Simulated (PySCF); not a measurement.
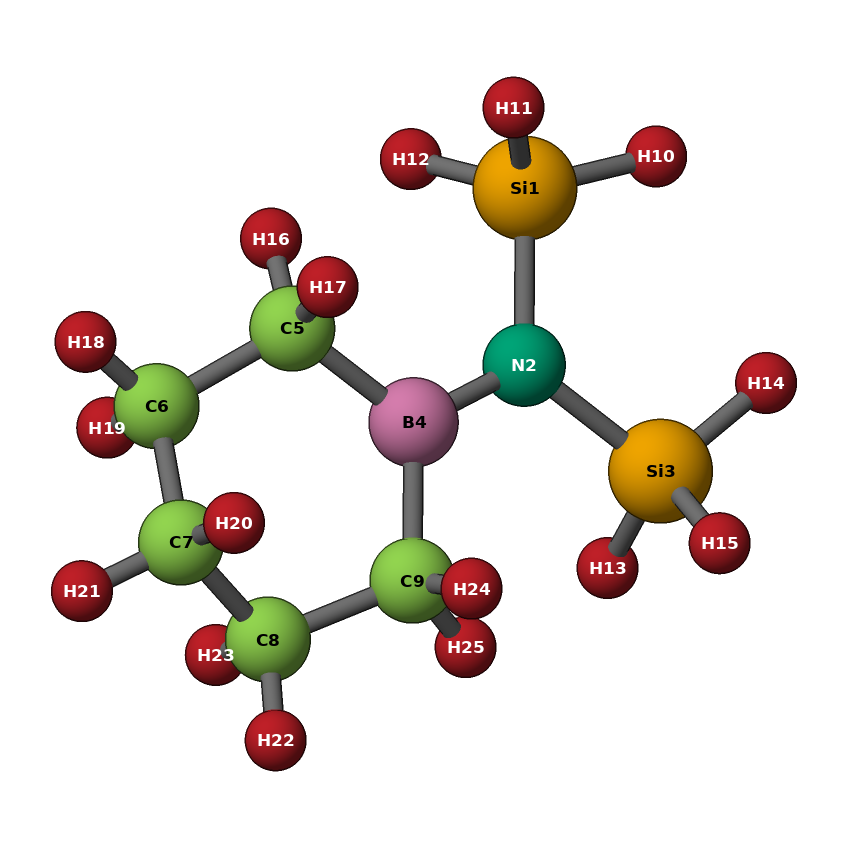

The geometry was computed by an optimisation with GFN2-xTB. No frequency run is at hand to confirm it as a minimum. Properties computed with GIAO PBE0/pcSseg-1 NMR shielding, non-relativistic, gas phase (PySCF 2.14.0). Principal shieldings σ11 ≤ σ22 ≤ σ33, span Ω = σ33 − σ11, skew κ = 3(σiso − σ22)/Ω.

Give the shielding tensors of the B atoms.

| atom | σ11 | σ22 | σ33 | σiso | Ω | κ |
| --- | --- | --- | --- | --- | --- | --- |
| B4 | 1.8 | 24.9 | 110.7 | 45.8 | 108.9 | 0.57 |

Shieldings and span in ppm.

The geometry is semi-empirical. Around B, Si such bond lengths and angles can be off by a tenth of an ångström or more and by several degrees, and values that hang on the shape move with them.
